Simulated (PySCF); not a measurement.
CH₆BFSi, SMILES B[SiH2]CF at its PBE/def2-SVP optimised geometry (Å):

```
10

B      1.6691     1.1275    -1.5361
Si     0.9393     0.0466     0.0000
C     -0.9799     0.0466     0.0000
F     -1.4146     1.3779     0.0000
H      2.7600     1.6640    -1.4913
H      1.0435     1.2119    -2.5767
H      1.4146    -1.3779    -0.2169
H      1.4368     0.4867     1.3525
H     -1.4060    -0.4749     0.8867
H     -1.3727    -0.4637    -0.9093
```

Computed with PySCF with PBE/def2-TZVP. Cells within 0.4 Å of a nucleus heavier than hydrogen are left out (blank, or x).

Map of the electron localisation function on the plane z = 0.0 Å:

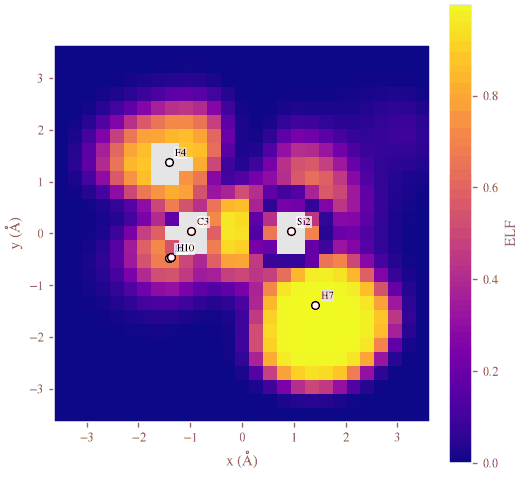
*Electron localisation function on the plane z = 0.0 Å.*
